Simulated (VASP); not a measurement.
Band structure of MgB2 (AlB2 type). Computed with RPBE GGA, VASP's PBE PAW potentials (set 64) (plane waves; VASP).

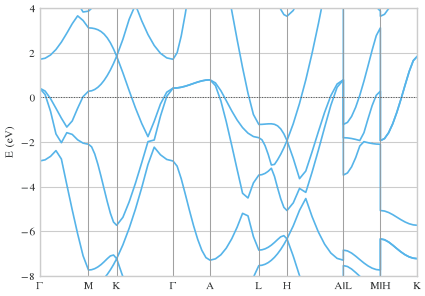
Fig. 1. Bands along high-symmetry lines, zero at the valence-band maximum or, without a gap, the Fermi level

Read the plot: is there a gap, and where are the band edges?

It has no gap at this level: it comes out as a metal or semimetal. (Edges off the drawn lines would not show.)

The compound is MgB2 in the AlB2 type structure. It was relaxed first.
